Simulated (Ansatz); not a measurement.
# Al(111) with 4 thermally displaced layers, 2x2: scattering by thermal displacements, part 2 of 3

Aim: the resistivity of Al at 300 K from frozen thermal displacements between perfect leads. The measured value for the pure metal at this temperature is 2.733 µΩ cm (CRC Handbook of Chemistry and Physics, 84th ed., 2003, Electrical Resistivity of Pure Metals).

Ansatz 0.2.0; Ansatz plane-wave DFT, PBE, PAW files; ballistic transport by layer matching (Landauer), zero bias; PAW set soft_1.

So far, open channels per spin nearest the Fermi level: step 2 (with 4 displaced layers) 5.41.

## 3. With 8 displaced layers

System of this step: Al(111) with 8 thermally displaced layers, 2x2. The cell holds 56 atoms: 56 Al. Cell: a = 5.725 Å, b = 5.725 Å, c = 32.761 Å, α = 87.5°, β = 92.5°, γ = 120.0°. It derives from Al. Regions: lead, 24 atoms (24 Al); scattering region, 32 atoms (32 Al). The structure is stacked along c, and the current runs across the ab planes.

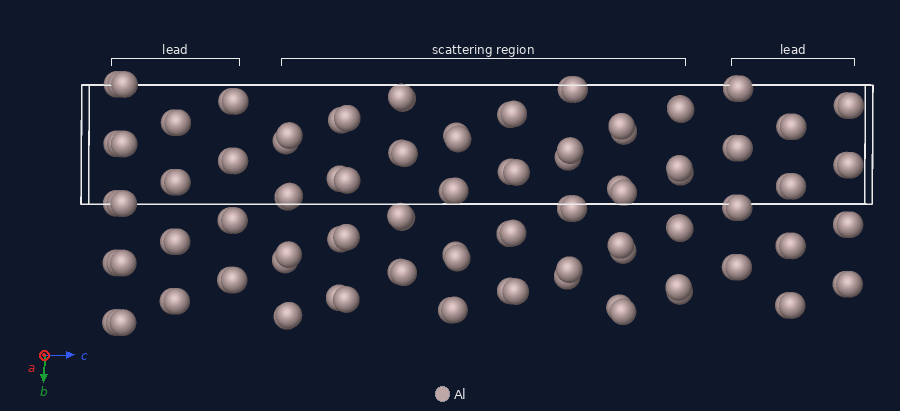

The cell of this step (aluminium light grey). 1×2×1 cells are drawn. Some periodic images of atoms are drawn too.

Input file input.yaml:

```yaml
crystal:
  lattice:
    - [5.7246940741, 0.0, 0.0]
    - [-2.862347037, 4.957730497, 0.0]
    - [-1.4311735185, 0.8262884162, 32.7193519684]
  atoms:
    - { symbol: Al, position: [0.005952381, 0.994047619, 0.0357142857] }
    - { symbol: Al, position: [0.005952381, 0.494047619, 0.0357142857] }
    - { symbol: Al, position: [0.505952381, 0.994047619, 0.0357142857] }
    - { symbol: Al, position: [0.505952381, 0.494047619, 0.0357142857] }
    - { symbol: Al, position: [0.1845238095, 0.3154761905, 0.1071428571] }
    - { symbol: Al, position: [0.1845238095, 0.8154761905, 0.1071428571] }
    - { symbol: Al, position: [0.6845238095, 0.3154761905, 0.1071428571] }
    - { symbol: Al, position: [0.6845238095, 0.8154761905, 0.1071428571] }
    - { symbol: Al, position: [0.3630952381, 0.1369047619, 0.1785714286] }
    - { symbol: Al, position: [0.3630952381, 0.6369047619, 0.1785714286] }
    - { symbol: Al, position: [0.8630952381, 0.1369047619, 0.1785714286] }
    - { symbol: Al, position: [0.8630952381, 0.6369047619, 0.1785714286] }
    - { symbol: Al, position: [0.0440560891, 0.9432636574, 0.2540889861] }
    - { symbol: Al, position: [0.0618360999, 0.470354126, 0.2511854207] }
    - { symbol: Al, position: [0.5451166873, 0.9320906422, 0.2518116805] }
    - { symbol: Al, position: [0.5347904073, 0.4237357556, 0.2510240712] }
    - { symbol: Al, position: [0.2234087197, 0.295198258, 0.3201329174] }
    - { symbol: Al, position: [0.2228380469, 0.7868700191, 0.3188427601] }
    - { symbol: Al, position: [0.7295542231, 0.2774754963, 0.3228818669] }
    - { symbol: Al, position: [0.7223114366, 0.8006183819, 0.3232144969] }
    - { symbol: Al, position: [0.402580298, 0.1128784684, 0.3965746272] }
    - { symbol: Al, position: [0.4141311103, 0.5701102127, 0.3954632276] }
    - { symbol: Al, position: [0.9052443402, 0.099857611, 0.3898865171] }
    - { symbol: Al, position: [0.908005887, 0.5763388761, 0.394530175] }
    - { symbol: Al, position: [0.0836125974, 0.8916137496, 0.4633929969] }
    - { symbol: Al, position: [0.0584208593, 0.4266272719, 0.4687545714] }
    - { symbol: Al, position: [0.593913053, 0.8882724605, 0.462589064] }
    - { symbol: Al, position: [0.6048335973, 0.4531706857, 0.4655286891] }
    - { symbol: Al, position: [0.2462528783, 0.2498425264, 0.5356652432] }
    - { symbol: Al, position: [0.2455544954, 0.7295530889, 0.5368570729] }
    - { symbol: Al, position: [0.7601306382, 0.2423457546, 0.535060094] }
    - { symbol: Al, position: [0.7301399609, 0.7339858247, 0.5392744678] }
    - { symbol: Al, position: [0.4179468547, 0.0367812988, 0.6110807416] }
    - { symbol: Al, position: [0.4640259226, 0.6065011318, 0.6073273279] }
    - { symbol: Al, position: [0.9132964586, 0.0366317365, 0.6110494483] }
    - { symbol: Al, position: [0.9695492785, 0.549806468, 0.6052333288] }
    - { symbol: Al, position: [0.1149319426, 0.8708665799, 0.6777730222] }
    - { symbol: Al, position: [0.109602522, 0.3901047637, 0.6818021916] }
    - { symbol: Al, position: [0.6222089583, 0.9050073499, 0.6773323541] }
    - { symbol: Al, position: [0.5970894854, 0.3459752396, 0.674292693] }
    - { symbol: Al, position: [0.2996291857, 0.1965547628, 0.7517113045] }
    - { symbol: Al, position: [0.3140891157, 0.7336858543, 0.7523957619] }
    - { symbol: Al, position: [0.8073885209, 0.2065019326, 0.7479393899] }
    - { symbol: Al, position: [0.7740200144, 0.6993841972, 0.7466659219] }
    - { symbol: Al, position: [0.4702380952, 0.0297619048, 0.8214285714] }
    - { symbol: Al, position: [0.4702380952, 0.5297619048, 0.8214285714] }
    - { symbol: Al, position: [0.9702380952, 0.0297619048, 0.8214285714] }
    - { symbol: Al, position: [0.9702380952, 0.5297619048, 0.8214285714] }
    - { symbol: Al, position: [0.1488095238, 0.8511904762, 0.8928571429] }
    - { symbol: Al, position: [0.1488095238, 0.3511904762, 0.8928571429] }
    - { symbol: Al, position: [0.6488095238, 0.8511904762, 0.8928571429] }
    - { symbol: Al, position: [0.6488095238, 0.3511904762, 0.8928571429] }
    - { symbol: Al, position: [0.3273809524, 0.1726190476, 0.9642857143] }
    - { symbol: Al, position: [0.3273809524, 0.6726190476, 0.9642857143] }
    - { symbol: Al, position: [0.8273809524, 0.1726190476, 0.9642857143] }
    - { symbol: Al, position: [0.8273809524, 0.6726190476, 0.9642857143] }
kpoints:
  mp_grid: { grid: [5, 5, 1] }
hamiltonian:
  xc: pbe
  pseudopotentials: { kind: paw, azcp: { folder: soft_1 } }
scf:
  occupations: { method: fermi_dirac, width: 0.1 }
output:
  transmission:
    leads: [[0, 4]]
    kmesh: [10, 10]
    e_range: [-0.05, 0.05]
    de: 0.05
  write_potential: true
  write_density: true
  volumetric_format: npy
```

Launch:

```console
$ ansatz run input.yaml --threads 8 --pin off --max-ram 15360MiB --backend cpu --events-out ev --progress --plain --runs-dir out
```

Numbers of over 12 decimals in the logs are rounded to 6 here.

The log of the run:

```text
[...]
Crystal: 56 atoms, lattice volume = 928.624 Å³
Basis set: ecut = 420 eV, 18271 PW (Γ)
Bands: 140, of which v1, the nominal top of the filled ones, is band 84 counted from 1 (83 counted from 0)
Symmetry: 1 space group operations
[...]
k-points: 13 of 25 (time reversal used)
[...]
SCF iter   1: F=—  HF=-30100.568309 eV  |F-HF|=—  |Δ(HF+E_count)|=         —  Δρ=2.38e-2  dr2=9.10e0  ethr=3.10e-3  ⟨swp⟩=6.7  Hψ=8549  notcnv=0  defer=82
[...]
SCF iter   7: F=-30098.141925 eV  HF=-30098.141925 eV  |F-HF|=2.07e-8  |Δ(HF+E_count)|=   2.72e-9  Δρ=1.43e-6  dr2=3.69e-8  ethr=5.95e-11  ⟨swp⟩=13.2  Hψ=7544  notcnv=0
SCF 1 converged in 7 iterations: F = -30098.141925 eV  dr2 = 3.69e-8
[...]
transmission: 216 of 2132 steps passed
transmission: 444 of 2132 steps passed
[...]
transmission: 2132 of 2132 steps passed
SCF converged after 7 iterations
Free energy (F): -30098.141925 eV
[...]
Internal energy: -30097.243522 eV  (E = F + TS)
E sigma→0 (E₀):  -30097.692723 eV
Entropy (-TS):   -0.898403 eV (-16.043 meV/atom)
Fermi energy:    7.933110 eV
[...]
--- Band table (eV; the first three rows and the last of 13) ---
  k-point 0: bands = [... 80 lower, 6.5314, 6.5643, 6.5731, 7.0343, 7.0636, 7.1008, 7.1234, 7.1603, ... 52 higher]
  k-point 1: bands = [... 80 lower, 6.9622, 7.0658, 7.1188, 7.1301, 7.1610, 7.6269, 7.6571, 7.6907, ... 52 higher]
  k-point 2: bands = [... 80 lower, 7.9761, 8.0344, 8.0868, 8.1164, 8.1606, 8.1902, 8.2413, 8.2773, ... 52 higher]
  k-point 12: bands = [... 80 lower, 7.7566, 7.8933, 7.9183, 7.9558, 7.9820, 7.9977, 8.0156, 8.0300, ... 52 higher]
--- Transmission ---
  basis      : 253 plane waves across, 41 finite elements along
  points     : 52, standing for a mesh of 10 x 10
[...]
channels       : 5.530000e0 a spin
[...]
junction   : crystal 0 to crystal 0, 0.70 to 31.08 Å
    transmission   : 4.829047e0 a spin
[...]
```

Elapsed: 83 s, on 8 threads of AMD EPYC 9B45 (Zen 5), shared host; peak memory 5 GiB; 8.8 min of CPU time.

Numbers from this step:

```yaml
free_energy: -30098.1419 eV
energy_at_zero_smearing: -30097.6927 eV
fermi_energy: 7.933 eV
transmission_per_spin_nearest_the_fermi_level: 4.829
open_channels_per_spin_nearest_the_fermi_level: 5.53
step_of_the_lead_s_potential: 4.6 meV
```

Per spin. Table of transmission, zone mean by energy, zero at the Fermi level:

| energy (eV) | transmission, zone mean |
| --- | --- |
| -0.0500 | 4.64 |
| 0.0000 | 4.83 |
| 0.0500 | 4.90 |

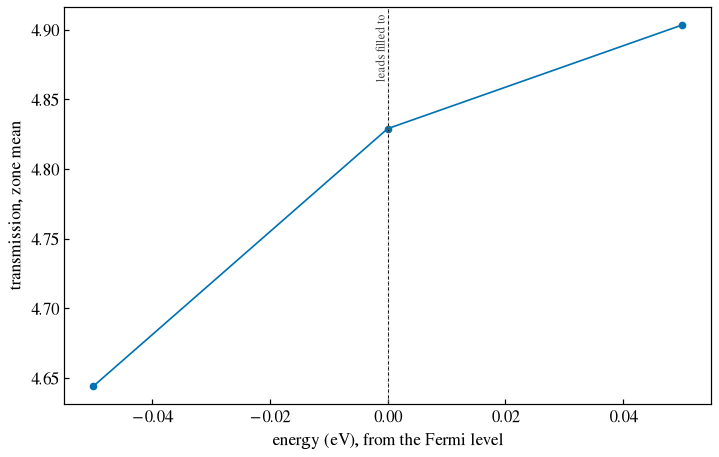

Transmission, zone mean, plotted against energy.

Over the solved energies the transmission per spin lies between 4.64 and 4.90, out of 5.45 channels of the lead on average (up to 5.59).

(Continued in part 3 of 3.)

[Logs are printed without paths, hosts, clocks, repeated set-up lines and the standing remarks that a program may print on its own settings, such as how far it seeks lower states.]

[Hosts, paths, dates, database ids (printed as entryN), source tags and the programs' standing remarks are cut or masked in the printed files.]
